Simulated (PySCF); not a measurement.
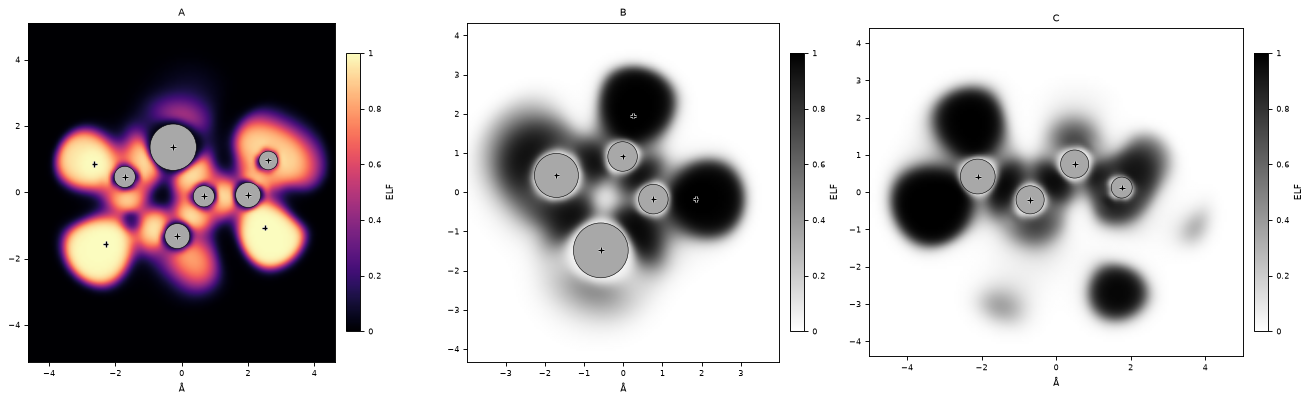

The electron localisation function of 3 systems, each on a plane through atoms (crosses mark nuclei in the plane; grey discs cover the cores).

These are results of PBE0/pcSseg-1, SCF density, gas phase, non-relativistic in PySCF, not measurements.

System 1: C$_{4}$H$_{7}$N$_{3}$OSi, the plane of atoms C6, N7 and C8. Geometry: GFN2-xTB.

```xyz
16

N     3.4593    1.0657   -0.5723
C     2.5161    0.7109   -0.0290
Si    1.0111    0.0434    0.8597
N     0.5100   -1.5289    0.3855
C    -0.5572   -1.5389   -0.5984
C    -1.3566   -0.2511   -0.3777
N    -0.4257    0.7278    0.1277
C    -0.6303    2.0473    0.1604
O     0.1568    2.8041    0.6779
H     1.1063    0.2055    2.3000
H     1.0808   -2.3557    0.3943
H    -0.1580   -1.5633   -1.6210
H    -1.1911   -2.4185   -0.4561
H    -1.8214    0.0957   -1.3037
H    -2.1433   -0.4202    0.3666
H    -1.5644    2.3849   -0.3251
```

System 2: C$_{2}$H$_{4}$SSi (SMILES C1=CS[SiH2]1), the plane of atoms C2, C1 and Si4. Geometry: GFN2-xTB.

```yaml
atoms:
  - { symbol: C, position_ang: [0.7726, -0.2510, -0.4543] }
  - { symbol: C, position_ang: [0.9541, 0.7468, 0.4240] }
  - { symbol: S, position_ang: [-0.5675, 1.1340, 1.2099] }
  - { symbol: Si, position_ang: [-1.0622, -0.5195, -0.1891] }
  - { symbol: H, position_ang: [1.5391, -0.6847, -1.0734] }
  - { symbol: H, position_ang: [1.8473, 1.2907, 0.6799] }
  - { symbol: H, position_ang: [-1.9861, -0.0272, -1.1978] }
  - { symbol: H, position_ang: [-1.4883, -1.6798, 0.5762] }
```

System 3: C$_{4}$H$_{11}$BOSi (SMILES B[C@H]1COCC[SiH2]1), the plane of atoms C2, C3 and O4. Geometry: GFN2-xTB.

```xyz
18

B     2.3512    0.9089    0.3842
C     1.0856    0.4443   -0.3651
C     0.8566   -1.0660   -0.4805
O    -0.3653   -1.4318   -1.0867
C    -1.5000   -1.2459   -0.2782
C    -1.8755    0.2258   -0.0838
Si   -0.3921    1.1854    0.6229
H     2.7697    1.9857    0.2015
H     2.8676    0.2127    1.1706
H     0.9966    0.8738   -1.3666
H     0.9355   -1.5360    0.5117
H     1.6216   -1.5057   -1.1283
H    -1.3397   -1.7189    0.7041
H    -2.3049   -1.7822   -0.7910
H    -2.1697    0.6367   -1.0500
H    -2.7448    0.2843    0.5693
H    -0.5257    2.6260    0.3916
H    -0.2753    0.9093    2.0629
```

### Match each panel to its system.

Panel A is system 1, C$_{4}$H$_{7}$N$_{3}$OSi: the plane holds Si, N, C, O and H. C–O (1.21 Å): the ELF peaks at about 0.85 between the atoms: a multiple bond. Panel B is system 2, C$_{2}$H$_{4}$SSi: the plane holds C, S, Si and H. C–C (1.34 Å): the ELF peaks at about 0.90 between the atoms: a short, multiple covalent bond. Panel C is system 3, C$_{4}$H$_{11}$BOSi: the plane holds B, C and O. C–O (1.41 Å): the ELF peaks at about 0.90 between the atoms (a polar covalent bond).
